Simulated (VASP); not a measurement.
Band structure of Na (bcc). Calculation: r2SCAN meta-GGA, VASP's PBE PAW potentials (set 64) (plane waves; VASP).

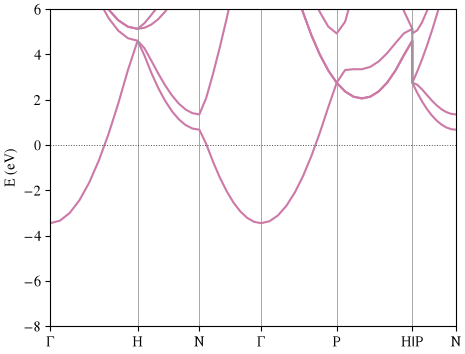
Figure: Bands along high-symmetry lines, zero at the valence-band maximum or, without a gap, the Fermi level

Q: Read the plot: is there a gap, and where are the band edges?

A: It has no gap at this level: it comes out as a metal or semimetal.

The compound is Na in the bcc structure. It was relaxed first.
